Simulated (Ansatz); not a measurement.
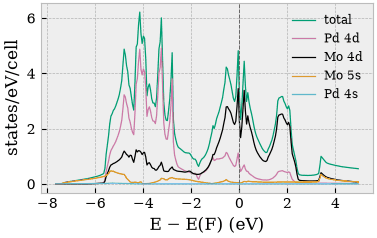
Fig. 1. Total and projected density of states of MoPd (CsCl type, Pm-3m), DFT-PBE in the program Ansatz with PAW potentials

Question: Which orbitals carry the states next to the Fermi level?

Answer: Within 0.5 eV of the Fermi level: Mo 4d 72 %, Pd 4d 20 %, outside the projected shells 6 %. Projections are on Löwdin-orthogonalised atomic valence shells; empty p or d shells of many metals are not among them.

Question: Where is the tallest occupied peak in this window, and what makes it?

Answer: Near -4.1 eV, about 6.2 states/eV per cell; the largest projected share is Pd 4d.

The start of the workflow was typed in or built on a structure type; neither database checked (COD, Materials Project) lists it. Whether it is the stable phase at ambient conditions was not checked. The PBE relaxation kept the symmetry of its start; its stability against distortions is not shown here. The run is not spin-polarised. Its formation energy is positive at this level, so the cell may be metastable or incomplete. Spin–orbit coupling is left out wherever it is not named.

Potentials: the later of the program's two PAW sets.
